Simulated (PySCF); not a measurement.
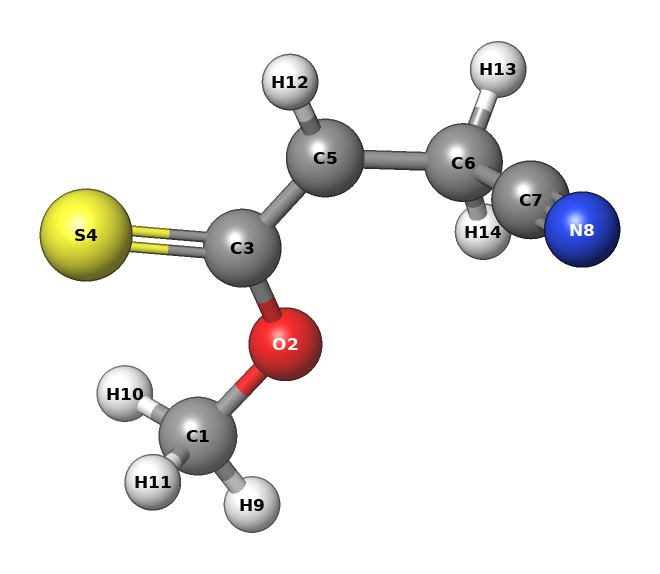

State: neutral, doublet. The computed structure is the end point of a GFN2-xTB optimisation. No frequency run is at hand to confirm it as a minimum. Method: UKS B3LYP, pcH-1 on C H N O S, non-relativistic (PySCF 2.14.0). The run warned: orbitally degenerate or nearly so: second-order g, spin-orbit hyperfine and D do not apply. Fermi-contact and spin-dipolar terms alone, no spin-orbit part.

Which nucleus has the largest dipolar (anisotropic) hyperfine coupling?

33S at S4: principal values −52.2, −51.3, 103.6 MHz.

List the isotropic and dipolar parts for the most strongly coupled nuclei, one of each equivalent set.

```
atom  isotope  a_iso (MHz)   dipolar part (MHz)
  S4      33S         11.2  −52.2, −51.3, 103.6
  C5      13C         51.8   −50.0, −49.0, 99.0
 H12       1H        −39.6    −20.3, −2.6, 22.9
  C3      13C        −38.9     −16.4, 6.3, 10.1
 H13       1H         42.7      −3.3, −2.6, 6.0
 H14       1H          5.5      −3.1, −2.6, 5.8
  C7      13C         51.2      −2.6, −2.1, 4.7
 H10       1H          6.6      −2.1, −0.9, 3.0
```
